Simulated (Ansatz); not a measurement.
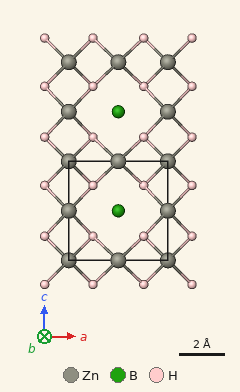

This is the input geometry for a relaxation of a crystal of Zn$_{3}$BH$_{4}$ (a generated structure, set up in P-43m) (coarse preliminary run). A ball-and-stick model of the cell of the calculation, repeated 1 × 1 × 2 with one cell outlined, seen along the b axis.

These are results of DFT PBE, scalar-relativistic, plane waves, PAW (Ansatz 0.2.0), not measurements.

Input file:
```yaml
crystal:
  lattice:
    - [4.42040623, 0.0, 0.0]
    - [0.0, 4.42040623, 0.0]
    - [0.0, 0.0, 4.42040623]
  atoms:
    - { symbol: Zn, position: [0.0, 0.0, 0.5] }
    - { symbol: Zn, position: [0.0, 0.5, 0.0] }
    - { symbol: Zn, position: [0.5, 0.0, 0.0] }
    - { symbol: B, position: [0.5, 0.5, 0.5] }
    - { symbol: H, position: [0.75633473, 0.75633473, 0.24366527] }
    - { symbol: H, position: [0.75633473, 0.24366527, 0.75633473] }
    - { symbol: H, position: [0.24366527, 0.75633473, 0.75633473] }
    - { symbol: H, position: [0.24366527, 0.24366527, 0.24366527] }
basis:
  ecutwfc: 420
kpoints:
  mp_grid: { grid: [4, 4, 4] }
hamiltonian:
  xc: pbe
scf:
  occupations: { method: gaussian, width: 0.1 }
  lower_state_search: "off"
output:
  forces: true
  stress: true
  eigenvalues: true
relax:
  adjacent_minimum: "off"
  f_tol: 0.04
  max_steps: 70
  cell: { stress_tol: 0.4 }
```

Command:
```bash
ansatz run input.yaml --threads 1 --pin off --max-ram 2048MiB --backend cpu --events-out ev --progress --plain --runs-dir out
```

Question: Where does the relaxation end?

Answer: After 7 accepted moves (9 points after the start) the energy has fallen by 454 meV per atom. The largest force component goes from 0.17 to 0.0025 eV/Å. The pressure goes from −4.44 to 0.02 GPa. The line search rejected the trial step at point 5 of the run. At 1 point the geometry stayed and the basis and grid were re-selected for the new cell (energy shift of 1.2 meV per atom at most each time). The largest moves relative to the cell, 0.79 Å, are those of H5, H6, H7 and H8. H8 goes along [1 1 1]. B and Zn stay in place. The drawn cell changes as follows: a = b = c 4.420 → 4.568 Å (+3.3 %); the volume changes by +10.4 %. Near-neighbour distances that change, for instance: B4–H5 1.963 → 1.235 Å, Zn1–H5 1.898 → 2.333 Å. New bonds form: B4–H5 (1.96 → 1.24 Å), B4–H6 (1.96 → 1.24 Å), B4–H7 (1.96 → 1.24 Å), B4–H8 (1.96 → 1.24 Å). The space group stays P-43m (No. 215).

Final geometry:

```
Zn B H
1.0
     4.56819    0.00000    0.00000
     0.00000    4.56819    0.00000
     0.00000    0.00000    4.56819
Zn B H
3 1 4
Direct
  0.00000 0.00000 0.50000
  0.00000 0.50000 0.00000
  0.50000 0.00000 0.00000
  0.50000 0.50000 0.50000
  0.65615 0.65615 0.34385
  0.65615 0.34385 0.65615
  0.34385 0.65615 0.65615
  0.34385 0.34385 0.34385
```

After the run, drawn alike:

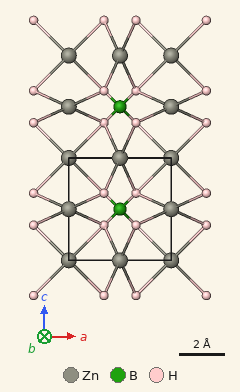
